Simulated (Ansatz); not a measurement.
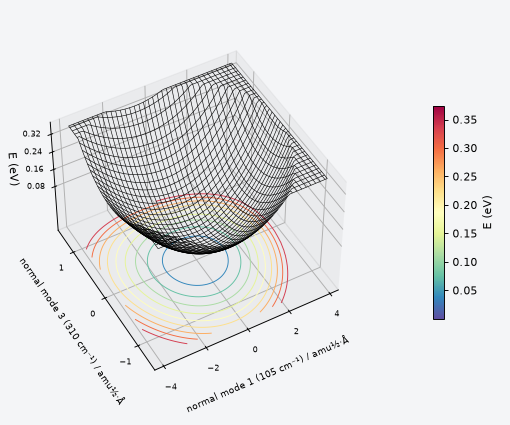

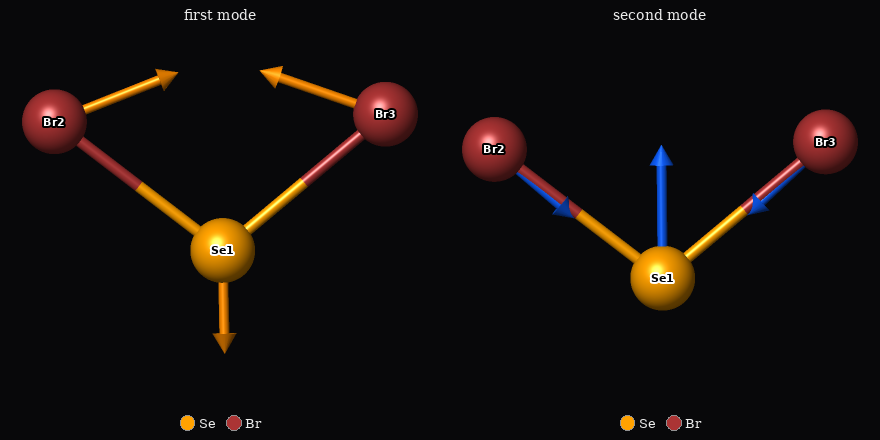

Energy landscape of SeBr2. First axis: normal mode 1 (105 cm⁻¹). Second axis: normal mode 3 (310 cm⁻¹). Nothing is relaxed (straight displacements along the two mass-weighted modes). The grid has 9 × 9 points. Points are written as (first, second). Energies are in eV, from the lowest grid point. Method: Ansatz, RKS PBE0-D4/def2-TZVP.

The picture shows a relief with its contours projected below, any walls above the top of the colour scale cut off. Between grid points the surface is interpolated. The second picture is the structure at the lowest point

Where are the wells?

The lowest grid point is at (0.00 amu½·Å, 0.000 amu½·Å). It is the only kind of minimum in the scanned range. The highest grid point, (3.85 amu½·Å, 1.305 amu½·Å), lies 0.748 eV above the lowest.

Grid values (eV):

| normal mode 3 (310 cm⁻¹) ↓, normal mode 1 (105 cm⁻¹) → | −3.85 | −2.89 | −1.93 | −0.96 | 0.00 | 0.96 | 1.93 | 2.89 | 3.85 |
| --- | --- | --- | --- | --- | --- | --- | --- | --- | --- |
| 1.305 | 0.469 | 0.406 | 0.366 | 0.350 | 0.358 | 0.392 | 0.461 | 0.573 | 0.748 |
| 0.979 | 0.365 | 0.284 | 0.227 | 0.196 | 0.193 | 0.219 | 0.283 | 0.394 | 0.569 |
| 0.652 | 0.298 | 0.203 | 0.135 | 0.094 | 0.082 | 0.104 | 0.165 | 0.277 | 0.454 |
| 0.326 | 0.265 | 0.161 | 0.084 | 0.036 | 0.020 | 0.039 | 0.101 | 0.214 | 0.392 |
| 0.000 | 0.262 | 0.152 | 0.070 | 0.018 | 0.000 | 0.019 | 0.082 | 0.198 | 0.378 |
| −0.326 | 0.287 | 0.173 | 0.089 | 0.036 | 0.018 | 0.039 | 0.104 | 0.222 | 0.404 |
| −0.652 | 0.337 | 0.222 | 0.137 | 0.085 | 0.069 | 0.092 | 0.161 | 0.282 | 0.465 |
| −0.979 | 0.409 | 0.295 | 0.212 | 0.162 | 0.148 | 0.175 | 0.247 | 0.371 | 0.556 |
| −1.305 | 0.501 | 0.389 | 0.309 | 0.262 | 0.252 | 0.283 | 0.359 | 0.486 | 0.672 |

Each point was launched as `ansatz run input.yaml --threads 1 --pin off --max-ram 2560MiB --backend cpu --events-out ev --progress --plain --runs-dir out`. Time for the 81 points that were run: 11 min on 1 thread of Arm Neoverse V2, with other jobs on the host.
